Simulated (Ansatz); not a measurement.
The calculation's input:

```
crystal:
  periodic: [false, false, false]
  atoms:
    - {symbol: B, position_ang: [0.923354, 0.066512, 0.012095]}
    - {symbol: N, position_ang: [-0.414853, -0.679620, -0.026260]}
    - {symbol: N, position_ang: [-0.508500, 0.613109, 0.014155]}
basis:
  gaussian: {orbitals: def2-TZVPD, initial_orbitals: start.molden}
total_charge: -1
magnetization: {spin_polarized: true, initial_magnetization: 2}
hamiltonian: {xc: pbe0, dispersion: d4}
output: {orbitals: {seedname: orbitals}}
```

Command:

```sh
ansatz run in.yaml --threads 4 --pin off --events-out ev --progress --plain --max-ram 3916MiB
```

Geometry: PBE0-D4/def2-TZVPD; the highest occupied orbital lies above zero, a sign that basis and functional describe the outermost electron poorly.

The calculation used Ansatz 0.2.0, UKS PBE0-D4/def2-TZVPD.

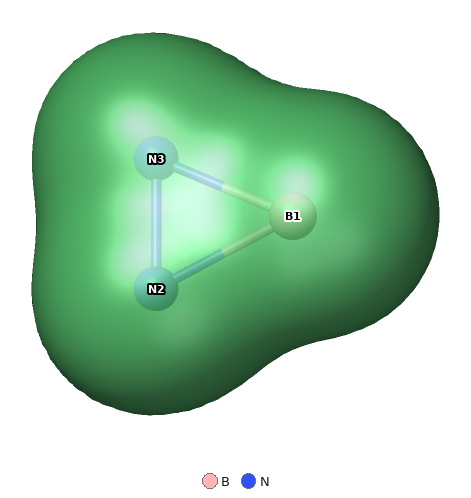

BN2 (charge −1, triplet). Isosurface of the electron density at 0.1 e/Å³ (green), seen at a tilt.

How is the density connected at this value?

At this value the surface is in one piece. It bridges the sampled N–N (1.30 Å) and B–N (1.53 Å) contacts, where the density stays above the isovalue. On the grid the lowest density along these lines, outside the cores, is 2.8 e/Å³ (N–N, 1.30 Å) and 1 e/Å³ (B–N, 1.53 Å).
